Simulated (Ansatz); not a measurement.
Consider BF2HO···HF.

Input

```
crystal:
  periodic: [false, false, false]
  atoms:
    - { symbol: B, position_ang: [0.144032, -0.75131, 0.392911] }
    - { symbol: F, position_ang: [-1.257557, 0.88948, -1.243029] }
    - { symbol: F, position_ang: [0.200308, -1.725841, -0.50185] }
    - { symbol: F, position_ang: [-0.695328, -0.828251, 1.424667] }
    - { symbol: H, position_ang: [-0.365206, 1.096225, -1.324606] }
    - { symbol: O, position_ang: [1.062659, 0.341169, 0.263389] }
    - { symbol: H, position_ang: [0.910991, 0.978529, 0.988618] }
magnetization:
  spin_polarized: true
basis:
  gaussian: { orbitals: def2-SVP }
hamiltonian:
  xc: blyp
  dispersion: d4
relax:
  f_tol: 0.03
  max_steps: 50
output:
  orbitals: {}
```

Command:

```sh
ansatz run input.yaml --threads 2 --pin off --max-ram 3072MiB --backend cpu --events-out ev --progress --plain --runs-dir out
```

The fields are those of the relaxed geometry.

Level of theory: UKS BLYP-D4/def2-SVP in Ansatz 0.2.0.

> What will maps of the electron density and electron localisation function show?

B–F (1.33 Å): ρ is about 2.2 e/Å³ halfway; the ELF peaks at about 0.85 between the atoms (a polar covalent bond).
B–O (1.38 Å): the density is about 2.1 e/Å³ at the midpoint; the ELF peaks at about 0.90 between the atoms, as expected for a polar covalent bond.
O–H (0.98 Å): ρ is about 3.6 e/Å³ halfway; the ELF climbs to about 1 towards the hydrogen, as it does in any bond to H: an ordinary covalent bond to hydrogen.

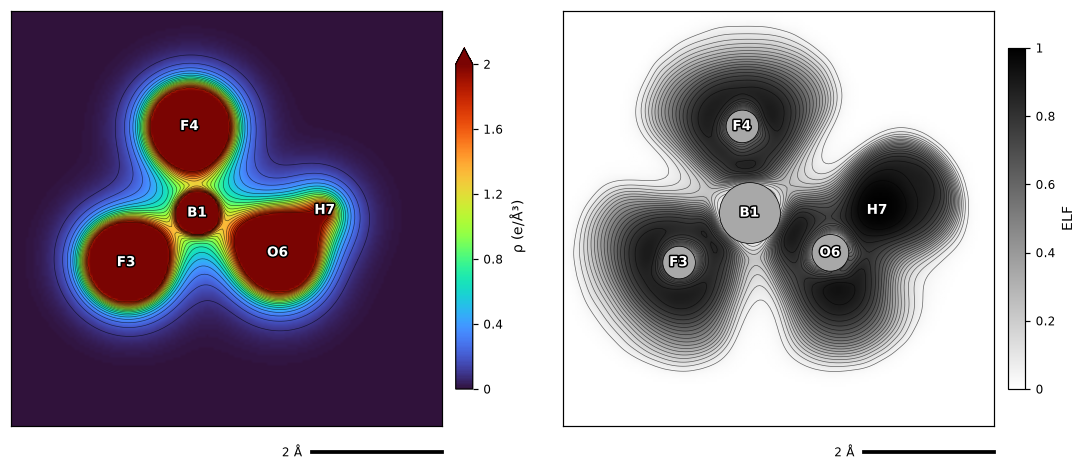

Computed electron density and electron localisation function on the plane of atoms F3, B1 and O6, in this order. Grey discs cover the atomic cores in the ELF map. 
